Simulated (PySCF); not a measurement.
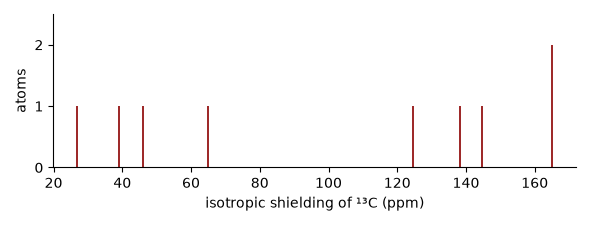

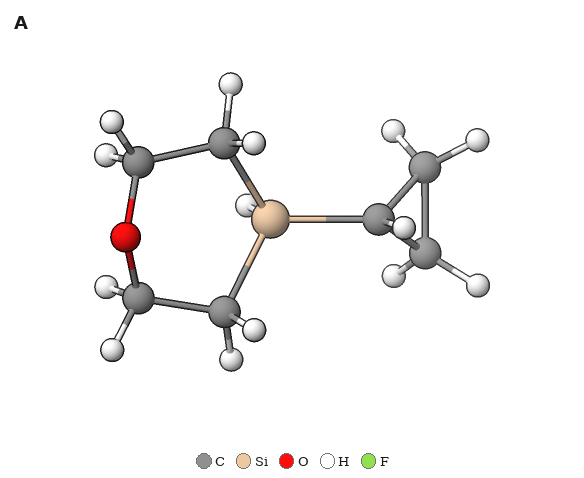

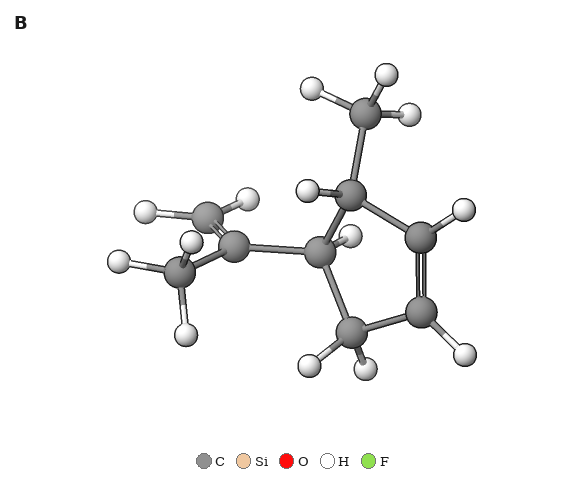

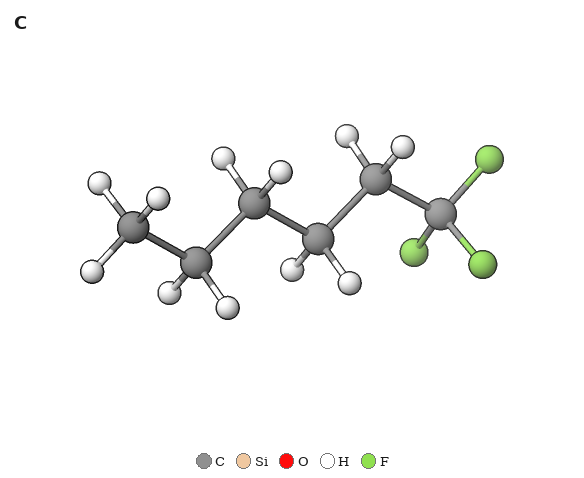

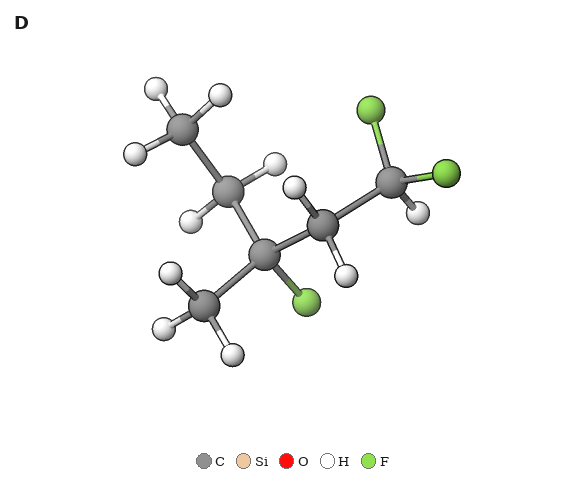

The sticks are computed shieldings of one of the molecules, for one fixed geometry (PBE0-D3(BJ)/def2-SVP) without averaging over rotations. Low shielding means a high chemical shift. Method: GIAO PBE0/pcSseg-1 NMR shielding, non-relativistic, IEF-PCM acetone (PySCF 2.14.0).

Question: Which molecule gives this pattern?

Answer: B, `C=C(C)[C@@H]1CC=C[C@H]1C`. Its 9 C atoms give lines at 26.8, 38.9, 46.0, 65.0, 124.6, 138.3, 144.6, 165.1 (2 atoms) ppm.
